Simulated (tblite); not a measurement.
## Geometry relaxation, with input and output: C$_{3}$H$_{4}$F$_{2}$O$_{2}$

System: C$_{3}$H$_{4}$F$_{2}$O$_{2}$ (2,2-difluoropropanoic acid), SMILES CC(F)(F)C(=O)O.
Method: GFN2-xTB geometry optimisation, gas phase (tblite 0.8.0).

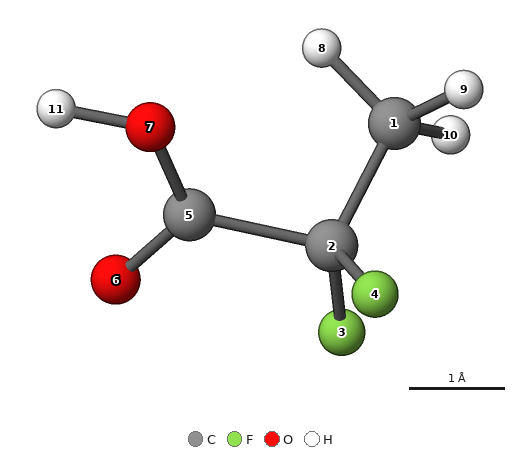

Figure 1. The starting structure (ball-and-stick view, seen at a tilt; atoms are numbered from 1 in the order of the input). Bond lengths as drawn: C–C 1.50 to 1.54 Å, C–F 1.33 to 1.39 Å, C–H 1.11 to 1.12 Å, C–O 1.29 to 1.35 Å and H–O 1.02 Å.

**The input**
```
{"job": {"xc": "GFN2-xTB", "basis": "xTB", "kind": "relax"}, "charge": 0, "multiplicity": 1}
C     -1.239500    -0.021500     0.425600
C     -0.267900     0.464600    -0.614700
F     -0.601700     0.065700    -1.834800
F     -0.092100     1.843500    -0.599500
C      1.047600    -0.281700    -0.312100
O      1.548300    -1.003500    -1.253000
O      1.629900    -0.075900     0.888500
H     -0.717100    -0.719600     1.117700
H     -1.638200     0.807100     1.071500
H     -2.142400    -0.487800    -0.055200
H      2.494800    -0.580200     1.062100
```

The first line tells a small driver script what to run in tblite; the rest is the geometry in Å.

Machine: 1 CPU thread, shared host.

Run as:
```bash
OMP_NUM_THREADS=1 python <driver script> task.json out
```

**The program's output**
```
step      E/eV     max force
  0    -708.46960    5.700
  1    -708.76726    6.595
  2    -708.98603    1.517
  3    -709.02692    0.703
  4    -709.07171    0.797
  5    -709.08749    0.637
  6    -709.10959    0.338
  7    -709.12033    0.266
  8    -709.12712    0.223
  9    -709.13028    0.196
 10    -709.13336    0.184
 11    -709.13641    0.235
 12    -709.13926    0.235
 13    -709.14137    0.143
 14    -709.14303    0.141
 15    -709.14461    0.149
 16    -709.14617    0.134
 17    -709.14737    0.108
 18    -709.14803    0.064
 19    -709.14839    0.063
 20    -709.14870    0.059
 21    -709.14903    0.058
 22    -709.14933    0.052
 23    -709.14956    0.040
 24    -709.14976    0.040
 25    -709.14993    0.037
 26    -709.15008    0.030
 27    -709.15018    0.028
 28    -709.15029    0.032
 29    -709.15042    0.040
 30    -709.15058    0.039
 31    -709.15074    0.032
 32    -709.15085    0.029
 33    -709.15095    0.036
 34    -709.15107    0.036
 35    -709.15118    0.030
 36    -709.15126    0.020
 37    -709.15131    0.020
 38    -709.15136    0.021
 39    -709.15146    0.034
 40    -709.15161    0.039
 41    -709.15181    0.047
 42    -709.15212    0.067
 43    -709.15262    0.099
 44    -709.15344    0.129
 45    -709.15468    0.153
 46    -709.15633    0.135
 47    -709.15769    0.313
 48    -709.15577    0.359
 49    -709.15974    0.235
 50    -709.16062    0.209
 51    -709.16207    0.372
 52    -709.16284    0.131
 53    -709.16416    0.115
 54    -709.16468    0.418
 55    -709.16552    0.099
 56    -709.16619    0.058
 57    -709.16712    0.347
 58    -709.16830    0.065
 59    -709.16925    0.056
 60    -709.15837    1.161
 61    -709.17037    0.101
 62    -709.17110    0.098
 63    -709.15648    1.266
 64    -709.17233    0.077
 65    -709.17339    0.074
 66    -709.15935    1.351
 67    -709.17534    0.079
 68    -709.17687    0.085
 69    -709.15743    1.494
 70    -709.17932    0.107
 71    -709.18111    0.147
 72    -709.15990    1.483
 73    -709.18425    0.174
 74    -709.18639    0.202
 75    -709.17355    1.202
 76    -709.19062    0.219
 77    -709.19318    0.237
 78    -709.18346    1.044
 79    -709.19846    0.218
 80    -709.20145    0.229
 81    -709.19675    0.795
 82    -709.20888    0.195
 83    -709.21249    0.172
 84    -709.20984    0.707
 85    -709.22135    0.112
 86    -709.22484    0.109
 87    -709.21738    0.688
 88    -709.23074    0.093
 89    -709.23290    0.094
 90    -709.23397    0.303
 91    -709.23655    0.089
 92    -709.23753    0.069
 93    -709.23947    0.132
 94    -709.24043    0.058
 95    -709.24094    0.046
 96    -709.24143    0.036
 97    -709.24170    0.045
 98    -709.24190    0.025
 99    -709.24198    0.023
100    -709.24204    0.019
101    -709.24211    0.023
102    -709.24217    0.018
103    -709.24221    0.016
104    -709.24223    0.013
105    -709.24224    0.009
106    -709.24226    0.011
107    -709.24227    0.013
108    -709.24228    0.015
109    -709.24229    0.016
110    -709.24231    0.019
111    -709.24233    0.019
112    -709.24235    0.020
113    -709.24238    0.022
114    -709.24241    0.022
115    -709.24245    0.017
116    -709.24249    0.020
117    -709.24252    0.024
118    -709.24257    0.028
119    -709.24263    0.030
120    -709.24273    0.035
121    -709.24286    0.037
122    -709.24302    0.038
123    -709.24325    0.040
124    -709.24359    0.065
125    -709.24134    0.431
126    -709.24409    0.109
127    -709.24437    0.063
128    -709.24229    0.415
129    -709.24467    0.041
130    -709.24482    0.020
131    -709.24487    0.158
132    -709.24505    0.034
133    -709.24510    0.044
134    -709.24524    0.095
135    -709.24532    0.051
136    -709.24541    0.020
137    -709.24548    0.026
138    -709.24557    0.035
139    -709.24565    0.020
140    -709.24564    0.084
141    -709.24574    0.016
142    -709.24578    0.013
143    -709.24582    0.023
144    -709.24584    0.013
145    -709.24586    0.012
146    -709.24589    0.023
147    -709.24592    0.020
148    -709.24594    0.025
149    -709.24596    0.007
150    -709.24596    0.043
151    -709.24598    0.008
152    -709.24598    0.006
153    -709.24600    0.015
154    -709.24600    0.010
155    -709.24601    0.010
156    -709.24602    0.011
157    -709.24603    0.010
158    -709.24604    0.005
159    -709.24599    0.075
160    -709.24604    0.004
```

**Trajectory as extended XYZ (Å, eV, eV/Å), 12 frames, from step=0 to step=160**
```
11
Properties=species:S:1:pos:R:3:forces:R:3 step=0 energy=-708.46960
C    -1.2395   -0.0215    0.4256   -1.5980   0.0720   1.2460
C    -0.2679    0.4646   -0.6147    0.9600   0.0170   1.1960
F    -0.6017    0.0657   -1.8348   -0.5120   0.5030  -0.7820
F    -0.0921    1.8435   -0.5995   -0.1980  -1.0000  -0.2200
C     1.0476   -0.2817   -0.3121    3.6500  -2.2910  -3.5920
O     1.5483   -1.0035   -1.2530   -1.9030   2.8350   4.5640
O     1.6299   -0.0759    0.8885    0.2200  -0.8230  -0.8670
H    -0.7171   -0.7196    1.1177   -0.7090   0.2910  -0.5640
H    -1.6382    0.8071    1.0715    0.4940  -0.5250  -0.7090
H    -2.1424   -0.4878   -0.0552    1.0110   0.2390   0.4320
H     2.4948   -0.5802    1.0621   -1.4160   0.6820  -0.7030
11
Properties=species:S:1:pos:R:3:forces:R:3 step=14 energy=-709.14303
C    -1.2658   -0.0358    0.4581   -0.0340   0.0320   0.0470
C    -0.2376    0.3980   -0.5798   -0.0040   0.0360   0.0200
F    -0.6858    0.1485   -1.8345    0.0490  -0.0060  -0.0300
F    -0.0440    1.7471   -0.5323    0.0090   0.0590   0.0060
C     1.1242   -0.2966   -0.3778    0.0000  -0.1410  -0.0080
O     1.6515   -1.0077   -1.1779    0.0270   0.0030  -0.0220
O     1.5965   -0.0444    0.8388    0.0030  -0.0400  -0.0330
H    -0.8428   -0.7444    1.1629   -0.0230  -0.0590  -0.0350
H    -1.5914    0.8407    1.0093   -0.0710   0.0550   0.0130
H    -2.1172   -0.4784   -0.0521    0.0000  -0.0190   0.0350
H     2.4341   -0.5163    0.9814    0.0440   0.0790   0.0060
11
Properties=species:S:1:pos:R:3:forces:R:3 step=29 energy=-709.15042
C    -1.2859   -0.0318    0.4601    0.0040   0.0000  -0.0050
C    -0.2382    0.3859   -0.5661    0.0260   0.0060  -0.0120
F    -0.6750    0.1575   -1.8291   -0.0070  -0.0070  -0.0130
F    -0.0135    1.7318   -0.5075   -0.0080   0.0160   0.0170
C     1.1214   -0.3235   -0.3743    0.0310   0.0020   0.0140
O     1.6560   -1.0148   -1.1860   -0.0160  -0.0230  -0.0280
O     1.6041   -0.0600    0.8349    0.0160   0.0180   0.0110
H    -0.8777   -0.7484    1.1656   -0.0130  -0.0080   0.0090
H    -1.6186    0.8495    1.0022   -0.0180   0.0010  -0.0030
H    -2.1317   -0.4739   -0.0595   -0.0110  -0.0030   0.0080
H     2.4808   -0.4616    0.9559   -0.0040  -0.0020   0.0020
11
Properties=species:S:1:pos:R:3:forces:R:3 step=43 energy=-709.15262
C    -1.2982   -0.0373    0.4521    0.0150  -0.0160  -0.0140
C    -0.2325    0.3938   -0.5544    0.0020   0.0240   0.0370
F    -0.6516    0.1967   -1.8315   -0.0070  -0.0130   0.0980
F    -0.0108    1.7369   -0.4605    0.0350   0.0200   0.0010
C     1.1200   -0.3340   -0.3635   -0.0100   0.0190  -0.0540
O     1.5996   -1.0846   -1.1581   -0.0030  -0.0020   0.0670
O     1.6564   -0.0159    0.8096   -0.0320  -0.0260  -0.0440
H    -0.9017   -0.7431    1.1761    0.0300  -0.0030  -0.0310
H    -1.6579    0.8412    0.9847   -0.0090  -0.0260  -0.0660
H    -2.1226   -0.4986   -0.0856   -0.0100   0.0130   0.0150
H     2.5210   -0.4445    0.9272   -0.0100   0.0110  -0.0090
11
Properties=species:S:1:pos:R:3:forces:R:3 step=58 energy=-709.16830
C    -1.3283   -0.0691    0.4066   -0.0090  -0.0010  -0.0160
C    -0.2090    0.4538   -0.4919   -0.0090  -0.0010   0.0060
F    -0.5916    0.4161   -1.7969    0.0480  -0.0120   0.0340
F     0.0538    1.7636   -0.2404   -0.0160   0.0030   0.0360
C     1.0816   -0.3770   -0.3109   -0.0290   0.0580   0.0000
O     1.3134   -1.3888   -0.9014    0.0200  -0.0300  -0.0160
O     1.8512    0.1540    0.6294   -0.0230  -0.0290  -0.0210
H    -0.9345   -0.7081    1.1924   -0.0040   0.0420   0.0080
H    -1.8558    0.7703    0.8539    0.0200   0.0040  -0.0290
H    -2.0217   -0.6397   -0.2060    0.0120  -0.0310   0.0180
H     2.6626   -0.3643    0.7613   -0.0110  -0.0040  -0.0210
11
Properties=species:S:1:pos:R:3:forces:R:3 step=72 energy=-709.15990
C    -1.4028   -0.0970    0.3529   -0.1750   0.0150   0.0270
C    -0.1909    0.4850   -0.3679   -0.0630   0.1300  -0.0210
F    -0.4480    0.6321   -1.7067   -0.0090   0.0480   0.2770
F     0.0840    1.7403    0.0902   -0.0530  -0.2410  -0.1340
C     1.0555   -0.4165   -0.2330    0.5590  -0.6270  -0.0070
O     1.0746   -1.5674   -0.6108    0.1600   1.3760   0.5300
O     2.0675    0.2409    0.3640   -0.6960  -0.7230  -0.4890
H    -1.0923   -0.5710    1.2925   -0.1210   0.1260  -0.3290
H    -2.1098    0.7174    0.5806    0.2590  -0.3700  -0.1810
H    -1.8754   -0.8369   -0.3103    0.1860   0.2710   0.3490
H     2.8593   -0.3162    0.4445   -0.0480  -0.0060  -0.0220
11
Properties=species:S:1:pos:R:3:forces:R:3 step=87 energy=-709.21738
C    -1.4391   -0.1131    0.3097   -0.2370  -0.0060   0.1060
C    -0.1828    0.5213   -0.2631   -0.0350   0.1070  -0.0070
F    -0.3721    0.8636   -1.5750    0.0520  -0.0660   0.1060
F     0.0913    1.6942    0.3709   -0.0150  -0.0870  -0.0410
C     1.0520   -0.4181   -0.1907    0.2110  -0.0560   0.0350
O     0.9782   -1.5941   -0.4195    0.0470   0.2990   0.0590
O     2.1683    0.2239    0.1471   -0.3820  -0.3240  -0.1470
H    -1.2585   -0.3173    1.3759   -0.1960   0.0630  -0.4200
H    -2.2901    0.5877    0.1926    0.5360  -0.4220   0.0900
H    -1.6544   -1.0520   -0.2214    0.1290   0.3930   0.2240
H     2.9290   -0.3853    0.1696   -0.1090   0.0990  -0.0040
11
Properties=species:S:1:pos:R:3:forces:R:3 step=101 energy=-709.24211
C    -1.4354   -0.1145    0.3085   -0.0030  -0.0040   0.0010
C    -0.1788    0.5324   -0.2350    0.0020   0.0040  -0.0040
F    -0.3533    0.8981   -1.5404    0.0010   0.0010  -0.0050
F     0.1032    1.6864    0.4228   -0.0020  -0.0070   0.0030
C     1.0419   -0.4217   -0.1876    0.0030  -0.0060  -0.0010
O     0.9506   -1.5951   -0.4087    0.0090   0.0040   0.0100
O     2.1593    0.2139    0.1067   -0.0060   0.0020   0.0050
H    -1.3266   -0.2603    1.3799   -0.0100  -0.0010  -0.0060
H    -2.2869    0.5327    0.1114    0.0140  -0.0130   0.0030
H    -1.5765   -1.0755   -0.1795    0.0010   0.0220   0.0050
H     2.9241   -0.3857    0.1182   -0.0090  -0.0030  -0.0120
11
Properties=species:S:1:pos:R:3:forces:R:3 step=116 energy=-709.24249
C    -1.4425   -0.1173    0.3016    0.0000  -0.0030  -0.0050
C    -0.1765    0.5304   -0.2180   -0.0030   0.0020  -0.0010
F    -0.3345    0.9225   -1.5181   -0.0050  -0.0060  -0.0070
F     0.1027    1.6708    0.4647    0.0090  -0.0020   0.0040
C     1.0442   -0.4252   -0.1800   -0.0010   0.0050   0.0110
O     0.9517   -1.6023   -0.3799   -0.0040   0.0170   0.0100
O     2.1661    0.2187    0.0763   -0.0040  -0.0060  -0.0060
H    -1.3611   -0.2490    1.3769    0.0050  -0.0090   0.0020
H    -2.2908    0.5240    0.0766   -0.0040   0.0040   0.0000
H    -1.5704   -1.0838   -0.1776    0.0070   0.0020  -0.0060
H     2.9329   -0.3782    0.0737    0.0000  -0.0040  -0.0020
11
Properties=species:S:1:pos:R:3:forces:R:3 step=130 energy=-709.24482
C    -1.4570   -0.1319    0.2660   -0.0080   0.0080  -0.0060
C    -0.1728    0.5332   -0.1788   -0.0060   0.0020   0.0040
F    -0.2816    0.9819   -1.4655   -0.0040   0.0000   0.0010
F     0.0877    1.6413    0.5643   -0.0070   0.0010   0.0000
C     1.0478   -0.4217   -0.1317   -0.0030  -0.0110   0.0080
O     0.9449   -1.6132   -0.1891    0.0080  -0.0100  -0.0010
O     2.1831    0.2422   -0.0440    0.0050   0.0010  -0.0080
H    -1.4000   -0.3460    1.3297    0.0050  -0.0040  -0.0110
H    -2.2910    0.5374    0.0717   -0.0100   0.0060   0.0040
H    -1.5896   -1.0584   -0.2857    0.0170   0.0080   0.0070
H     2.9503   -0.3543   -0.0407    0.0030  -0.0010   0.0020
11
Properties=species:S:1:pos:R:3:forces:R:3 step=145 energy=-709.24586
C    -1.4708   -0.1479    0.2204    0.0020  -0.0010   0.0010
C    -0.1701    0.5356   -0.1360    0.0000   0.0040  -0.0010
F    -0.2255    1.0559   -1.3971   -0.0030   0.0000  -0.0090
F     0.0619    1.6007    0.6795   -0.0050   0.0060   0.0090
C     1.0543   -0.4156   -0.0758   -0.0010  -0.0020  -0.0070
O     0.9609   -1.6031    0.0446    0.0000   0.0010   0.0030
O     2.1844    0.2534   -0.1893    0.0050  -0.0050   0.0020
H    -1.4325   -0.4688    1.2575   -0.0050  -0.0010  -0.0060
H    -2.2923    0.5501    0.0801    0.0030  -0.0040   0.0040
H    -1.6054   -1.0140   -0.4209   -0.0020   0.0020   0.0040
H     2.9569   -0.3357   -0.1667    0.0060  -0.0010   0.0000
11
Properties=species:S:1:pos:R:3:forces:R:3 step=160 energy=-709.24604
C    -1.4742   -0.1581    0.1942    0.0000   0.0000   0.0000
C    -0.1694    0.5392   -0.1178    0.0000  -0.0010  -0.0010
F    -0.2012    1.0937   -1.3637    0.0010   0.0010  -0.0010
F     0.0407    1.5828    0.7334   -0.0010  -0.0010   0.0000
C     1.0589   -0.4069   -0.0450    0.0000  -0.0020  -0.0020
O     0.9752   -1.5802    0.1785   -0.0020   0.0030   0.0010
O     2.1809    0.2496   -0.2642    0.0000   0.0010   0.0020
H    -1.4364   -0.5514    1.2058   -0.0010   0.0000  -0.0010
H    -2.2911    0.5534    0.1043    0.0020   0.0020   0.0020
H    -1.6181   -0.9763   -0.5052    0.0010  -0.0020   0.0010
H     2.9562   -0.3351   -0.2242    0.0000   0.0000  -0.0010
```

**Results in brief**

| quantity | value |
| --- | --- |
| outcome | converged |
| total energy | −709.2460 eV |
| peak memory | 0.18 GiB |
